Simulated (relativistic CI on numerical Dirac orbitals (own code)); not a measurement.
# Ir³⁺ (5d6) in crystal fields: levels and magnetism

How does a crystal field split the 5d6 shell of Ir³⁺, and what follows for the ground state and χT? 6 fields tried.

The numbers are computed with relativistic CI on numerical Dirac orbitals (own code) version 1 (Dirac-Coulomb-Breit CI, KLI orbitals optimised for each configuration, model QED (radiative potential, 1s self-energy scaled to tabulated hydrogen-like ionisation energies), valence Slater integrals scaled by 0.9, one configuration in a parametric crystal field), except any that are marked as measured or tabulated.

**1. Starting point**

| Property | Result |
| --- | --- |
| ion | Ir³⁺ (Ir IV) |
| nuclear charge | 77 |
| electrons | 74 |
| open shell | 5d6 |
| Slater scale | 0.9 |
| field 1 (cm⁻¹) | D4h, 10Dq = 25050, Ds = 950, Dt = -390 |
| field 2 (cm⁻¹) | D4h, 10Dq = 25050, Ds = 1360, Dt = -390 |
| field 3 (cm⁻¹) | D4h, 10Dq = 25050, Ds = 1770, Dt = -390 |
| field 4 (cm⁻¹) | D4h, 10Dq = 25050, Ds = 2180, Dt = -390 |
| field 5 (cm⁻¹) | D4h, 10Dq = 25050, Ds = 2590, Dt = -390 |
| field 6 (cm⁻¹) | D4h, 10Dq = 25050, Ds = 3000, Dt = -390 |

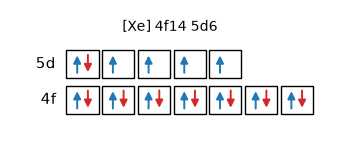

The shells outside the core, filled by Hund's rule for the drawing.

**2. Field 1: D4h, 10Dq = 25050, Ds = 950, Dt = -390**

Settings, as recorded:

```ini
atom Ir  Z=77  charge=3  electrons=74
nucleus A=193  rms_radius_fm=5.4032
hamiltonian dirac-coulomb  breit=on  qed=on  c_scale=1
orbitals kli  potential=per-configuration
slater_scale 0.9
correlation none
mixing on
configurations
  [Xe] 4f14 5d6
end
crystal_field D4h 10Dq=25050 Ds=950 Dt=-390
```

**3. Field 2: D4h, 10Dq = 25050, Ds = 1360, Dt = -390**

Settings: those of step 2 with these lines changed.

```diff
@@ -10,2 +10,2 @@
 end
-crystal_field D4h 10Dq=25050 Ds=950 Dt=-390
+crystal_field D4h 10Dq=25050 Ds=1360 Dt=-390
```

**4. Field 3: D4h, 10Dq = 25050, Ds = 1770, Dt = -390**

Settings: those of step 3 with these lines changed.

```diff
@@ -10,2 +10,2 @@
 end
-crystal_field D4h 10Dq=25050 Ds=1360 Dt=-390
+crystal_field D4h 10Dq=25050 Ds=1770 Dt=-390
```

**5. Field 4: D4h, 10Dq = 25050, Ds = 2180, Dt = -390**

Settings: those of step 4 with these lines changed.

```diff
@@ -10,2 +10,2 @@
 end
-crystal_field D4h 10Dq=25050 Ds=1770 Dt=-390
+crystal_field D4h 10Dq=25050 Ds=2180 Dt=-390
```

**6. Field 5: D4h, 10Dq = 25050, Ds = 2590, Dt = -390**

Settings: those of step 5 with these lines changed.

```diff
@@ -10,2 +10,2 @@
 end
-crystal_field D4h 10Dq=25050 Ds=2180 Dt=-390
+crystal_field D4h 10Dq=25050 Ds=2590 Dt=-390
```

**7. Field 6: D4h, 10Dq = 25050, Ds = 3000, Dt = -390**

Settings: those of step 6 with these lines changed.

```diff
@@ -10,2 +10,2 @@
 end
-crystal_field D4h 10Dq=25050 Ds=2590 Dt=-390
+crystal_field D4h 10Dq=25050 Ds=3000 Dt=-390
```

(Steps that only read results are left out.)

**Question.** What will these runs give? Wanted: ground spin.

**Answer**, as computed:

| field | ground state | degeneracy | S | J | first gap (cm⁻¹) | stabilisation (cm⁻¹) | χT at 2 K | χT at 300 K |
| --- | --- | --- | --- | --- | --- | --- | --- | --- |
| 1: D4h | A1 | 1 | 0.28 | 4.37 | 15871 | -34919 | 0.000 | 0.054 |
| 2: D4h | A1 | 1 | 0.28 | 4.37 | 15126 | -34933 | 0.000 | 0.054 |
| 3: D4h | A1 | 1 | 0.29 | 4.37 | 14304 | -34952 | 0.000 | 0.054 |
| 4: D4h | A1 | 1 | 0.29 | 4.37 | 13400 | -34977 | 0.000 | 0.055 |
| 5: D4h | A1 | 1 | 0.29 | 4.37 | 12413 | -35007 | 0.000 | 0.055 |
| 6: D4h | A1 | 1 | 0.29 | 4.37 | 11346 | -35043 | 0.000 | 0.056 |

χT is in cm³ K/mol; stabilisation counts from the free ion's lowest level; S and J come from the expectation values of their squares.

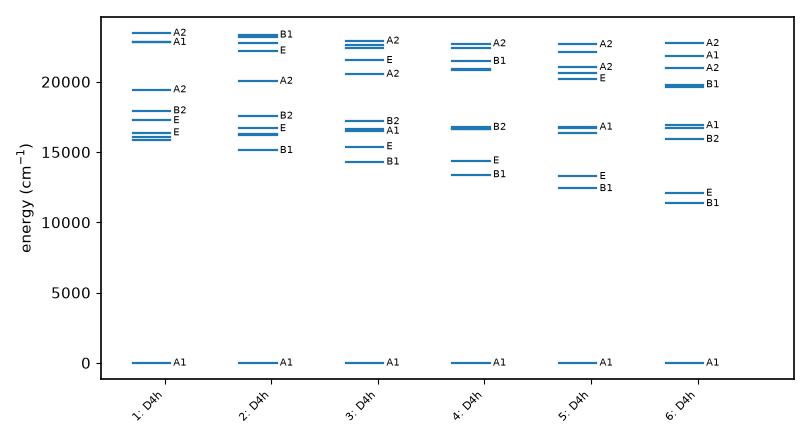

The lowest levels in each field.

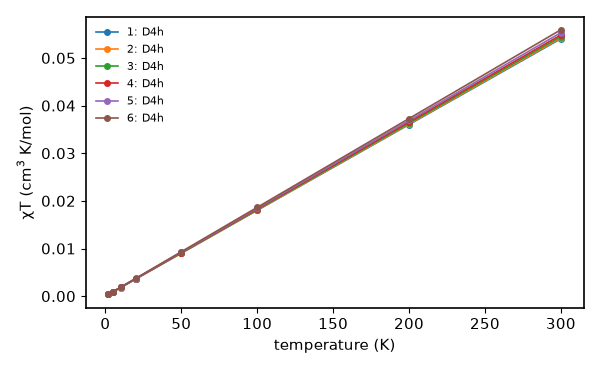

χT against temperature, by Van Vleck's formula.

| quantity | value |
| --- | --- |
| ground spin (effective S from ⟨S²⟩) | 1: 0.28, 2: 0.28, 3: 0.29, 4: 0.29, 5: 0.29, 6: 0.29 |
| χT at 300 K | 0.05 to 0.06 cm³ K/mol |

S of the ground state lies between 0.28 and 0.29: spin-orbit coupling mixes spin states. Fields 1, 2, 3, 4, 5, 6 leave a non-degenerate ground state well apart, so χT falls towards zero on cooling. The field is a set of parameters, without covalency or charge transfer.
